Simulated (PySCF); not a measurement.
# C4H12Si2: runs on many settings, part 2 of 2

PySCF 2.14.0. Atoms count from 0. The steps go on from the part before.

### Step 4. TDDFT and polarisability: PBE0/def2-SVP

Job settings and geometry (Å):

```
{"job": {"kind": "uv", "xc": "PBE0", "basis": "def2-SVP", "nstates": 25, "ntriplets": 5, "tda": false, "grid": 3}, "charge": 0, "multiplicity": 1}
C      2.250145    -0.371106    -0.092985
C      0.836360    -0.069458     0.389180
C     -0.147965    -1.144506    -0.084574
C     -1.583716    -0.835935     0.343451
Si    -2.030849     0.943152    -0.208158
Si     0.170245     1.642971    -0.180625
H      2.587009    -1.345393     0.262767
H      2.288955    -0.377086    -1.180979
H      2.947353     0.382552     0.267440
H      0.845384    -0.090496     1.485883
H      0.156137    -2.121252     0.307593
H     -0.104821    -1.210948    -1.176553
H     -1.655493    -0.915402     1.430367
H     -2.258980    -1.587155    -0.066558
H     -2.993206     1.537119     0.727077
H     -2.696573     0.902894    -1.517561
H      0.772531     1.984604    -1.477273
H      0.608724     2.681762     0.759851
```

Method: TDDFT PBE0/def2-SVP, vertical, gas phase, core orbitals frozen in the response.

The program printed:

```text
coarse grid: 15032 points
cycle   1  E = -737.7581242474  dE =  3.210e-01  |g| = 3.844e-01  |ddm| = 4.003e+00
cycle   2  E = -737.7358522919  dE =  2.227e-02  |g| = 4.784e-01  |ddm| = 9.790e-01
cycle   3  E = -737.8005995276  dE = -6.475e-02  |g| = 3.869e-02  |ddm| = 5.807e-01
cycle   4  E = -737.8009189196  dE = -3.194e-04  |g| = 2.179e-02  |ddm| = 6.889e-02
cycle   5  E = -737.8010408779  dE = -1.220e-04  |g| = 2.833e-03  |ddm| = 2.435e-02
cycle   6  E = -737.8010432276  dE = -2.350e-06  |g| = 4.892e-04  |ddm| = 4.465e-03
final grid: 212528 points
cycle   7  E = -737.8965802408  dE = -2.349e-05  |g| = 7.401e-03  |ddm| = 2.696e-02
cycle   8  E = -737.8965699937  dE =  1.025e-05  |g| = 9.528e-03  |ddm| = 1.806e-02
cycle   9  E = -737.8965951680  dE = -2.517e-05  |g| = 5.892e-04  |ddm| = 1.084e-02
cycle  10  E = -737.8965952643  dE = -9.634e-08  |g| = 1.398e-04  |ddm| = 7.959e-04
cycle  11  E = -737.8965952691  dE = -4.741e-09  |g| = 2.551e-05  |ddm| = 1.617e-04
cycle  12  E = -737.8965952693  dE = -2.160e-10  |g| = 7.151e-06  |ddm| = 4.725e-05
converged SCF energy = -737.8965952693

Static polarisability (au): isotropic 92.598, principal 77.938 93.740 106.115

Singlet excitations
state   eV       nm        f      main configurations
  1   6.3937    193.9   0.00573   H->L 0.97
  2   6.9119    179.4   0.13071   H->L+1 0.91
  3   7.3994    167.6   0.00293   H-1->L 0.92
  4   7.5393    164.5   0.09257   H->L+2 0.83
  5   7.7736    159.5   0.06609   H-2->L 0.60, H-1->L+1 0.21
  6   7.8423    158.1   0.06493   H-1->L+1 0.63, H-2->L 0.27
  7   7.9989    155.0   0.03465   H-2->L+1 0.84
  8   8.1545    152.0   0.01076   H-3->L 0.76, H-4->L 0.15
  9   8.2635    150.0   0.00046   H-1->L+2 0.66, H-4->L 0.24
 10   8.3574    148.4   0.03669   H-4->L+1 0.33, H-3->L+1 0.20, H-4->L 0.17
 11   8.3901    147.8   0.00112   H-5->L 0.81
 12   8.4082    147.5   0.00129   H-2->L+2 0.48, H-3->L+1 0.32
 13   8.4472    146.8   0.01306   H-4->L+1 0.46, H-3->L+1 0.29, H-2->L+2 0.16
 14   8.5842    144.4   0.28173   H->L+3 0.28, H-4->L 0.21, H-2->L+2 0.11
 15   8.6112    144.0   0.17695   H->L+3 0.54, H-2->L+2 0.11, H-4->L 0.09
 16   8.6796    142.8   0.02048   H-5->L+1 0.88
 17   8.8406    140.2   0.00609   H-4->L+2 0.52, H-3->L+2 0.31
 18   8.9605    138.4   0.15409   H->L+4 0.77
 19   8.9887    137.9   0.00526   H-3->L+2 0.60, H-4->L+2 0.32
 20   9.0343    137.2   0.00600   H->L+5 0.83, H-6->L 0.11
 21   9.1583    135.4   0.05215   H->L+6 0.43, H-6->L 0.33
 22   9.2692    133.8   0.04515   H-5->L+2 0.87
 23   9.2997    133.3   0.05255   H->L+6 0.37, H-6->L+1 0.23, H-6->L 0.21
 24   9.4271    131.5   0.04081   H-6->L+1 0.41, H-1->L+3 0.21, H->L+7 0.10
 25   9.4652    131.0   0.01276   H->L+7 0.68, H-7->L 0.16

Triplet excitations (Tamm-Dancoff, eV): 5.7564 6.0056 6.5202 6.9108 7.1103
```

It took 27 s on 1 thread, shared host.

Key values: HOMO -7.49 eV, LUMO 0.24 eV; lowest singlet 6.39 eV.

### Step 5. TDDFT and polarisability: PBE0/6-311+G(2d,p)

The job, as its differences from that of step 4:

```diff
@@ -1,2 +1,2 @@
-{"job": {"kind": "uv", "xc": "PBE0", "basis": "def2-SVP", "nstates": 25, "ntriplets": 5, "tda": false, "grid": 3}, "charge": 0, "multiplicity": 1}
+{"job": {"kind": "uv", "xc": "PBE0", "basis": "6-311+G(2d,p)", "nstates": 25, "ntriplets": 5, "tda": true, "scf": {"aux": "def2-universal-jkfit"}}, "charge": 0, "multiplicity": 1}
 C      2.250145    -0.371106    -0.092985
```

Method: TDA PBE0/6-311+G(2d,p), vertical, gas phase, core orbitals frozen in the response.

The program printed:

```text
final grid: 133152 points
cycle   1  E = -738.2038632583  dE =  3.426e-01  |g| = 4.375e-01  |ddm| = 3.502e+00
cycle   2  E = -738.1732007781  dE =  3.066e-02  |g| = 5.389e-01  |ddm| = 1.221e+00
cycle   3  E = -738.2515521447  dE = -7.835e-02  |g| = 5.848e-02  |ddm| = 1.002e+00
cycle   4  E = -738.2522945903  dE = -7.424e-04  |g| = 2.636e-02  |ddm| = 1.273e-01
cycle   5  E = -738.2524602170  dE = -1.656e-04  |g| = 5.087e-03  |ddm| = 3.930e-02
cycle   6  E = -738.2524664773  dE = -6.260e-06  |g| = 6.709e-04  |ddm| = 8.389e-03
cycle   7  E = -738.2524665888  dE = -1.115e-07  |g| = 2.991e-04  |ddm| = 1.479e-03
cycle   8  E = -738.2524666105  dE = -2.169e-08  |g| = 7.149e-05  |ddm| = 5.278e-04
cycle   9  E = -738.2524666118  dE = -1.318e-09  |g| = 1.293e-05  |ddm| = 1.305e-04
cycle  10  E = -738.2524666119  dE = -4.161e-11  |g| = 4.036e-06  |ddm| = 2.495e-05
converged SCF energy = -738.2524666119

Static polarisability (au): isotropic 101.363, principal 84.494 103.357 116.239

Singlet excitations
state   eV       nm        f      main configurations
  1   6.1439    201.8   0.01485   H->L 0.69, H->L+1 0.24
  2   6.3820    194.3   0.07010   H->L+1 0.61, H->L 0.27
  3   6.8112    182.0   0.11458   H->L+2 0.82, H->L+1 0.10
  4   6.9461    178.5   0.06870   H->L+3 0.92
  5   7.1348    173.8   0.03125   H-1->L 0.72, H-1->L+1 0.16
  6   7.3025    169.8   0.02112   H->L+4 0.47, H-1->L+1 0.23, H-2->L 0.10
  7   7.3236    169.3   0.00666   H->L+4 0.41, H-2->L 0.37
  8   7.3503    168.7   0.03346   H-1->L+1 0.38, H->L+5 0.23, H-1->L 0.13
  9   7.5066    165.2   0.03735   H->L+5 0.49, H-2->L 0.32
 10   7.6275    162.5   0.05153   H->L+6 0.57, H-1->L+2 0.23
 11   7.6346    162.4   0.02501   H-2->L+1 0.68
 12   7.6614    161.8   0.01768   H->L+7 0.42, H-1->L+2 0.28, H->L+6 0.13
 13   7.7494    160.0   0.00505   H->L+7 0.43, H-1->L+2 0.22, H->L+6 0.12
 14   7.8015    158.9   0.03082   H-3->L 0.72
 15   7.8570    157.8   0.00603   H-4->L 0.62, H-2->L+2 0.18
 16   7.8850    157.2   0.06297   H-2->L+2 0.61, H-4->L 0.17
 17   7.8986    157.0   0.01999   H-1->L+3 0.41, H->L+8 0.37
 18   7.9908    155.2   0.00268   H->L+8 0.41, H-1->L+3 0.39
 19   8.0269    154.5   0.00992   H-5->L 0.69
 20   8.0790    153.5   0.04804   H-3->L+1 0.51, H-4->L+1 0.19, H-5->L 0.15
 21   8.1000    153.1   0.00282   H->L+9 0.65, H-4->L+1 0.13, H-1->L+4 0.09
 22   8.1654    151.8   0.10621   H-2->L+3 0.78
 23   8.2341    150.6   0.04010   H->L+10 0.33, H-5->L+1 0.15, H-4->L+1 0.12
 24   8.2449    150.4   0.03709   H->L+10 0.54, H-4->L+1 0.13
 25   8.3014    149.4   0.00744   H-5->L+1 0.28, H-1->L+4 0.17, H->L+11 0.09

Triplet excitations (Tamm-Dancoff, eV): 5.5279 5.6599 6.1725 6.6333 6.7026
```

It took 32 s on 1 thread, shared host.

This run: HOMO -7.47 eV, LUMO -0.20 eV; lowest singlet 6.14 eV.

### Step 6. Ultraviolet spectrum: X3LYP/aug-cc-pVDZ

The job, as its differences from that of step 5:

```diff
@@ -1,2 +1,2 @@
-{"job": {"kind": "uv", "xc": "PBE0", "basis": "6-311+G(2d,p)", "nstates": 25, "ntriplets": 5, "tda": true, "scf": {"aux": "def2-universal-jkfit"}}, "charge": 0, "multiplicity": 1}
+{"job": {"kind": "uv", "xc": "X3LYP", "basis": "aug-cc-pVDZ", "nstates": 6, "ntriplets": 2, "tda": false, "grid": 1, "scf": {"aux": "def2-universal-jkfit"}}, "charge": 0, "multiplicity": 1}
 C      2.250145    -0.371106    -0.092985
```

Level: TDDFT X3LYP/aug-cc-pVDZ, vertical, gas phase, core orbitals frozen in the response.

The program printed:

```text
final grid: 63208 points
cycle   1  E = -738.4436736590  dE =  3.837e-01  |g| = 4.628e-01  |ddm| = 1.309e+01
cycle   2  E = -738.3912612877  dE =  5.241e-02  |g| = 6.267e-01  |ddm| = 2.800e+00
cycle   3  E = -738.5029096070  dE = -1.116e-01  |g| = 5.733e-02  |ddm| = 1.600e+00
cycle   4  E = -738.5037298039  dE = -8.202e-04  |g| = 2.811e-02  |ddm| = 2.214e-01
cycle   5  E = -738.5039324065  dE = -2.026e-04  |g| = 4.616e-03  |ddm| = 8.163e-02
cycle   6  E = -738.5039390961  dE = -6.690e-06  |g| = 7.101e-04  |ddm| = 1.914e-02
cycle   7  E = -738.5039392338  dE = -1.377e-07  |g| = 3.265e-04  |ddm| = 3.385e-03
cycle   8  E = -738.5039392620  dE = -2.824e-08  |g| = 4.551e-05  |ddm| = 8.770e-04
cycle   9  E = -738.5039392626  dE = -5.543e-10  |g| = 1.560e-05  |ddm| = 2.012e-04
converged SCF energy = -738.5039392626

Static polarisability (au): isotropic 105.188, principal 87.642 107.527 120.395

Singlet excitations
state   eV       nm        f      main configurations
  1   5.9971    206.7   0.01032   H->L 0.93
  2   6.2775    197.5   0.03392   H->L+1 0.37, H->L+3 0.34, H->L+2 0.18
  3   6.4722    191.6   0.09454   H->L+1 0.56, H->L+2 0.26, H->L+3 0.12
  4   6.5942    188.0   0.06954   H->L+2 0.51, H->L+3 0.41
  5   6.7708    183.1   0.00392   H->L+4 0.87
  6   6.8862    180.0   0.01128   H->L+5 0.83

Triplet excitations (Tamm-Dancoff, eV): 5.6114 5.7861
```

Run time: 25 s. Hardware: 1 thread, shared host.

Key values: HOMO -7.30 eV, LUMO -0.42 eV; lowest singlet 6.00 eV.

### Step 7. Run by run: electronic excitations

Excitations and ground-state properties, with basis size and wall time:

```csv
run,lowest singlet (eV),brightest (eV),f,gap (eV),α (Å³),μ (D),functions,time
PBE0/def2-SVPD,6.25,7.03,0.123,7.52,15.17,0.92,224,31 s
PBE0/def2-SVP,6.39,8.58,0.282,7.73,13.72,0.87,152,27 s
"PBE0/6-311+G(2d,p)",6.14,6.81,0.115,7.27,15.02,0.92,250,32 s
X3LYP/aug-cc-pVDZ,6.00,6.47,0.095,6.88,15.59,0.86,254,25 s
```

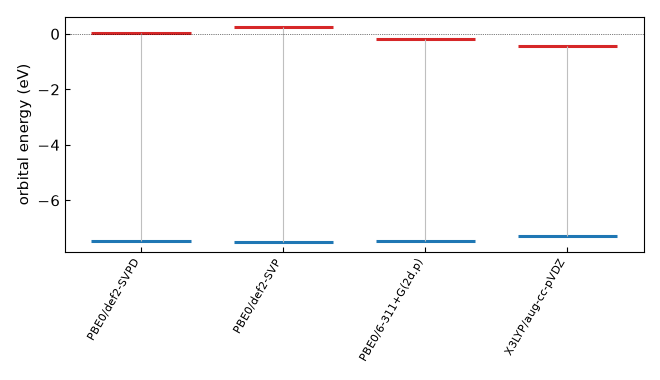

HOMO (blue) and LUMO (red) run by run.

### Step 8. Results

What follows sums up all 2 parts.

| quantity | value |
| --- | --- |
| ¹³C shifts against TMS (PBE0/pcSseg-1) | 39.2, 27.8, 21.6, 14.5 ppm |
| ¹H shifts against TMS (PBE0/pcSseg-1, means over atoms taken as alike) | 3.94, 3.87, 3.87, 3.47, 2.23, 1.50, 1.39, 1.04, 1.01, 0.82 ppm |
| ²⁹Si shifts against TMS (PBE0/pcSseg-1) | -62.9, -69.3 ppm |
| surface potential, 1st and 99th percentile | -0.06 V and 0.82 V |
| lowest singlet (PBE0/def2-SVPD) | 6.25 eV (198 nm), f = 0.009 |
| brightest single state of those computed | state 3, 7.03 eV, f = 0.123 |
| lowest triplet | 5.65 eV |
| range of the lowest singlet | 6.00 to 6.39 eV |

Single values in the summary come from the first run of each kind that ended normally (PBE0/pcSseg-1; PBE0/def2-SVPD), which need not be the best level. At PBE0/pcSseg-1: The largest span, 109 ppm, is at Si5, where the paramagnetic term is -469 ppm. The first singlet state (HOMO→LUMO 0.79, HOMO→LUMO+1 0.18) lies at 6.25 eV and is weak; of the 6 states computed, the strongest absorption comes from state 3 at 7.03 eV (the last state computed is bright too, and its partners may lie past the list). The lowest triplet lies 0.60 eV below the lowest singlet (triplets in Tamm-Dancoff, singlets in full TDDFT). The lowest singlet runs from 6.00 eV (X3LYP/aug-cc-pVDZ) to 6.39 eV (PBE0/def2-SVP), while the orbital gap spans 6.88 to 7.73 eV. The lowest state need not be the same one in every run. The runs solved for a few states only, so the brightest column depends on that window.
